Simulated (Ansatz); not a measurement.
```xyz
10

C     0.5833    0.3096    1.1808
N    -0.1189   -0.6801    0.4144
C    -0.4756   -0.4673   -0.7704
O    -1.1335   -1.4024   -1.4765
S    -0.2660    0.9542   -1.7981
H     1.5506    0.5705    0.7313
H     0.7812   -0.0823    2.1786
H     0.0004    1.2327    1.2987
H    -1.2280   -2.1590   -0.8805
H     0.3894    1.6731   -0.8754
```

Geometry: PBE0-D4/def2-TZVP.

Level of theory: RKS PBE0-D4/def2-TZVPP (Ansatz 0.2.0).

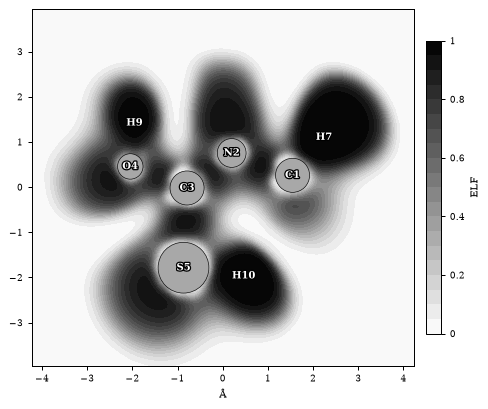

C2H5NOS (SMILES CN=C(O)S). Electron localisation function on the plane of atoms C3, O4 and H9. Grey discs cover the atomic cores.

### Describe what can be read from this map.

- Atoms in the plane: C, N, O, S and H.
- C–N (1.26 Å): the ELF peaks at about 0.90 between the atoms; a multiple bond.
- C–O (1.34 Å): the ELF peaks at about 0.90 between the atoms (a polar covalent bond).
- C–S (1.77 Å): the ELF peaks at about 0.95 between the atoms (a shared electron pair).
- O–H (0.97 Å): the ELF climbs to about 1 towards the hydrogen, as it does in any bond to H; a covalent bond by its length.
- C–N (1.44 Å): the ELF peaks at about 0.90 between the atoms (a shared electron pair).
- The ELF also peaks beside S5, O4 and N2, away from the bonds: lone-pair regions.
